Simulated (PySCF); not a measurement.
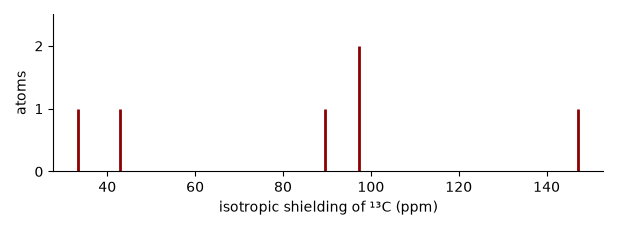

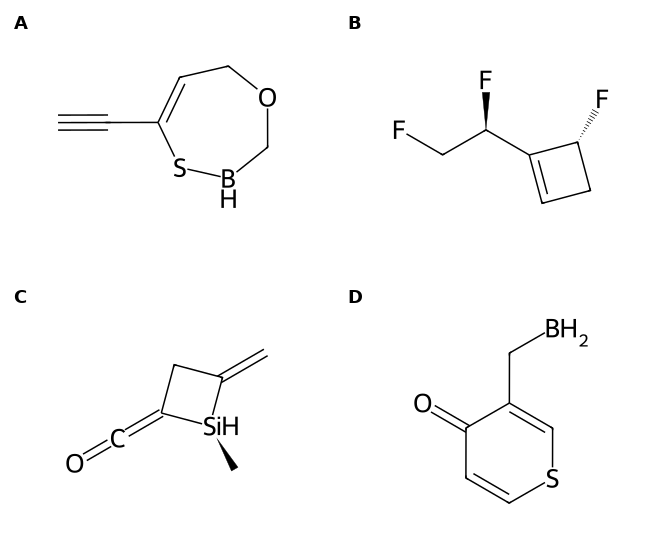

The sticks are computed shieldings of one of the molecules, for one fixed geometry (GFN2-xTB) without averaging over rotations. Low shielding means a high chemical shift. Method: GIAO PBE0/pcSseg-1 NMR shielding, non-relativistic, gas phase (PySCF 2.14.0).

Match the spectrum to a structure.

Answer. B, `FC[C@@H](F)C1=CC[C@H]1F`. Its 6 C atoms give lines at 33.4, 42.9, 89.6, 97.4 (2 atoms), 147.2 ppm.

The geometry is semi-empirical. Around B, Si such bond lengths and angles can be off by a tenth of an ångström or more and by several degrees, and values that hang on the shape move with them.
